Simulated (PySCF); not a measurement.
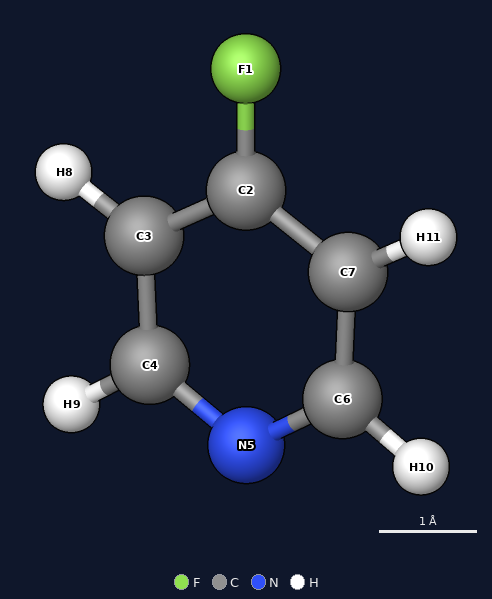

**Figure 1.** The structure (ball-and-stick view, seen at a tilt; atoms are numbered from 1 in the order of the input). Bond lengths as drawn: C–C 1.39 Å, C–F 1.33 Å, C–H 1.09 to 1.10 Å and C–N 1.33 Å.

# Two runs on C₅H₄FN

System: C₅H₄FN.
Method of run 1: GIAO PBE0/pcSseg-1 NMR shielding, non-relativistic, IEF-PCM cyclohexane (PySCF 2.14.0).

The geometry comes from this level: PBE0-D3(BJ)/def2-SVP. Text and figures count atoms from 1; the logs count them from 0 in places.

## The input, run 1
```
{"job": {"kind": "nmr", "xc": "PBE0", "basis": "pcSseg-1", "solvent": "cyclohexane", "pop": false}, "charge": 0, "multiplicity": 1}
F     -0.404880     2.145455     0.266912
C     -0.272556     0.839229     0.084506
C     -1.403783     0.045269    -0.048832
C     -1.202688    -1.320837    -0.241585
N     -0.003452    -1.893544    -0.303018
C      1.061482    -1.107127    -0.170947
C      0.993417     0.271643     0.026004
H     -2.400937     0.485549    -0.002027
H     -2.068756    -1.983407    -0.351785
H      2.040732    -1.596508    -0.224091
H      1.886895     0.889007     0.130930
```

The first line tells a small driver script what to run in PySCF; the rest is the geometry in Å.

Hardware: 1 CPU thread, shared host.

## Output (run 1)
```
coarse grid: 10064 points
cycle   1  E = -347.0103740920  dE =  1.253e+00  |g| = 4.819e-01  |ddm| = 3.202e+00
cycle   2  E = -346.9769841259  dE =  3.339e-02  |g| = 6.552e-01  |ddm| = 9.123e-01
cycle   3  E = -347.0543958253  dE = -7.741e-02  |g| = 8.833e-02  |ddm| = 5.270e-01
cycle   4  E = -347.0558130561  dE = -1.417e-03  |g| = 4.486e-02  |ddm| = 1.028e-01
cycle   5  E = -347.0562996560  dE = -4.866e-04  |g| = 8.584e-03  |ddm| = 4.831e-02
cycle   6  E = -347.0563151825  dE = -1.553e-05  |g| = 2.800e-03  |ddm| = 9.775e-03
cycle   7  E = -347.0563167465  dE = -1.564e-06  |g| = 7.161e-04  |ddm| = 2.532e-03
final grid: 100128 points
cycle   8  E = -347.1020611858  dE = -2.814e-05  |g| = 6.841e-03  |ddm| = 2.912e-02
cycle   9  E = -347.1020551864  dE =  5.999e-06  |g| = 9.280e-03  |ddm| = 1.388e-02
cycle  10  E = -347.1020716596  dE = -1.647e-05  |g| = 1.111e-03  |ddm| = 7.886e-03
cycle  11  E = -347.1020718951  dE = -2.355e-07  |g| = 2.419e-04  |ddm| = 1.087e-03
cycle  12  E = -347.1020719041  dE = -9.020e-09  |g| = 1.404e-04  |ddm| = 3.064e-04
cycle  13  E = -347.1020719084  dE = -4.220e-09  |g| = 2.310e-05  |ddm| = 1.344e-04
cycle  14  E = -347.1020719085  dE = -1.215e-10  |g| = 3.574e-06  |ddm| = 2.011e-05
converged SCF energy = -347.1020719085

GIAO shielding tensors (ppm)
atom      isotropic    diamagn.    paramagn.     s11        s22        s33       span
  0 F      278.092     475.470    -197.378    200.162    266.152    367.962    167.800
  1 C        7.951     249.825    -241.874    -86.704     19.219     91.337    178.042
  2 C       67.796     259.618    -191.822    -24.125     62.212    165.302    189.428
  3 C       26.037     251.050    -225.013    -81.837     19.062    140.885    222.722
  4 N      -79.593     330.878    -410.471   -383.079   -162.207    306.506    689.585
  5 C       26.062     251.222    -225.159    -81.707     18.990    140.905    222.612
  6 C       67.954     259.365    -191.410    -23.734     62.158    165.439    189.174
  7 H       24.140      30.350      -6.210     21.251     23.508     27.662      6.411
  8 H       22.475      28.365      -5.890     18.642     22.266     26.518      7.876
  9 H       22.477      28.812      -6.335     18.632     22.279     26.519      7.887
 10 H       24.140      30.795      -6.655     21.253     23.519     27.648      6.395
```

The input of run 2 differs as follows (lines with − go, lines with + come):
```diff
-"solvent": "cyclohexane"
-"pop": false
+"solvent": "chloroform"
+"pop": true
```

What does this change do to the results?

The total energy of run 2 is 1.5 kcal/mol lower: the change of the electrostatic solvation energy at this fixed geometry, without cavity or dispersion terms. The HOMO goes from −7.79 to −7.84 eV. The dipole moment goes from 1.02 to 1.17 D. Of all shieldings, the largest change is that of N5, by +5.1 ppm. The number of SCF iterations is the same.

## Output (run 2)
```
coarse grid: 10064 points
cycle   1  E = -347.0139535477  dE =  1.249e+00  |g| = 4.776e-01  |ddm| = 3.201e+00
cycle   2  E = -346.9840053144  dE =  2.995e-02  |g| = 6.402e-01  |ddm| = 8.733e-01
cycle   3  E = -347.0572241059  dE = -7.322e-02  |g| = 7.896e-02  |ddm| = 4.903e-01
cycle   4  E = -347.0583171629  dE = -1.093e-03  |g| = 4.126e-02  |ddm| = 8.821e-02
cycle   5  E = -347.0587239549  dE = -4.068e-04  |g| = 7.996e-03  |ddm| = 4.179e-02
cycle   6  E = -347.0587374825  dE = -1.353e-05  |g| = 2.534e-03  |ddm| = 8.860e-03
cycle   7  E = -347.0587387752  dE = -1.293e-06  |g| = 6.484e-04  |ddm| = 2.271e-03
final grid: 100128 points
cycle   8  E = -347.1044633495  dE = -2.845e-05  |g| = 6.773e-03  |ddm| = 2.909e-02
cycle   9  E = -347.1044580851  dE =  5.264e-06  |g| = 9.041e-03  |ddm| = 1.346e-02
cycle  10  E = -347.1044736353  dE = -1.555e-05  |g| = 1.082e-03  |ddm| = 7.529e-03
cycle  11  E = -347.1044738564  dE = -2.211e-07  |g| = 2.063e-04  |ddm| = 9.947e-04
cycle  12  E = -347.1044738623  dE = -5.924e-09  |g| = 1.243e-04  |ddm| = 2.461e-04
cycle  13  E = -347.1044738655  dE = -3.179e-09  |g| = 2.368e-05  |ddm| = 1.176e-04
cycle  14  E = -347.1044738656  dE = -1.256e-10  |g| = 3.449e-06  |ddm| = 1.999e-05
converged SCF energy = -347.1044738656

GIAO shielding tensors (ppm)
atom      isotropic    diamagn.    paramagn.     s11        s22        s33       span
  0 F      278.816     475.613    -196.797    201.165    266.675    368.606    167.440
  1 C        7.681     249.996    -242.315    -87.613     19.688     90.968    178.581
  2 C       67.284     259.354    -192.070    -24.721     60.681    165.893    190.615
  3 C       25.872     251.164    -225.291    -81.727     18.016    141.328    223.054
  4 N      -74.534     331.702    -406.236   -369.690   -160.583    306.671    676.361
  5 C       25.896     251.339    -225.443    -81.602     17.942    141.347    222.949
  6 C       67.439     259.105    -191.666    -24.333     60.620    166.030    190.363
  7 H       24.006      30.172      -6.166     21.066     23.417     27.534      6.468
  8 H       22.441      28.305      -5.863     18.560     22.341     26.423      7.862
  9 H       22.443      28.762      -6.319     18.551     22.354     26.424      7.873
 10 H       24.005      30.617      -6.611     21.068     23.428     27.520      6.453
```

## The two runs side by side

| quantity | run 1 | run 2 |
| --- | --- | --- |
| outcome | converged | converged |
| total energy (hartree) | −347.102072 | −347.104474 |
| HOMO (eV) | −7.79 | −7.84 |
| LUMO (eV) | −0.79 | −0.76 |
| dipole moment (D) | 1.02 | 1.17 |
| shielding of F1 (ppm) | 278.1 | 278.8 |
| shielding of C2 (ppm) | 8.0 | 7.7 |
| shielding of C3 (ppm) | 67.8 | 67.3 |
| shielding of C4 (ppm) | 26.0 | 25.9 |
| shielding of N5 (ppm) | −79.6 | −74.5 |
| shielding of C6 (ppm) | 26.1 | 25.9 |
| shielding of C7 (ppm) | 68.0 | 67.4 |
| SCF iterations | 14 | 14 |
| basis functions | 139 | 139 |
| wall time (shared host) | 12 s | 13 s |
